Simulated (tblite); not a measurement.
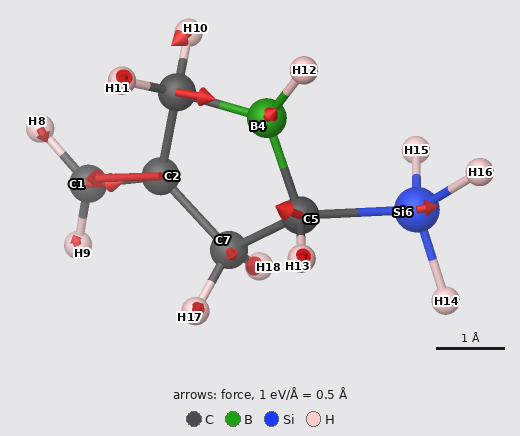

Starting geometry of C₅H₁₁BSi with the computed forces as red arrows. Style: ball-and-stick. Shown at a tilt.

The calculation used tblite 0.8.0, GFN2-xTB geometry optimisation, gas phase. 

Question: Is this structure relaxed? If not, where do the atoms go?

Answer: It isn't relaxed: the largest force vector, on a C atom, is 2.89 eV/Å. The final displacements have little in common with the starting forces (cosine between the two patterns 0.08). The largest move after the best rigid fit is that of an H atom, 1.01 Å. Largest moves by element: H 1.01 Å, C 0.67 Å, Si 0.44 Å, B 0.23 Å. Near-neighbour distances that change, for instance: C–Si 1.877 → 1.921 Å, C–C 1.353 → 1.321 Å, C–H 1.121 → 1.092 Å, B–C 1.575 → 1.552 Å. Among the angles between lasting bonds that change: B–C–H 108.7° → 117.2°, C–C–C 116.3° → 109.0°, H–C–H 112.2° → 105.4°. Groups turn about C–C by about 35°, C–C by about 35°, C–C by about 25°. Over 112 geometry steps the energy falls by 26.8 kJ/mol.
